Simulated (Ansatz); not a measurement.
The parent structure is Ge2Sb2Te5 (space group P-3m1, No. 164; a = 4.294 Å, c = 17.636 Å).

Structures relaxed with DFT with PBE, PAW potentials and a 420 eV plane-wave cutoff in Ansatz (a program for electronic structure), no spin-orbit coupling, earlier PAW set.

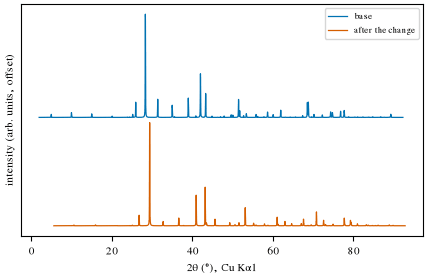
Fig. 1. Simulated powder patterns before (top) and after one change

What was done to the base?
(A) pressure 0.9 GPa
(B) pressure 4.5 GPa
(C) pressure 2.1 GPa
(D) pressure 15 GPa

B, pressure 4.5 GPa. Its volume per atom is 27.96 Å³ against 31.28 Å³, and its space group is P-3m1 (No. 164).

A case with no gap was solved on a k-mesh chosen for an insulator, which is coarse for it. Load acts through the strain it causes; cell and atoms are relaxed under it. Whether these cells are dynamically stable was not tested. No other phases were tried under pressure. All final runs are without spin polarisation.
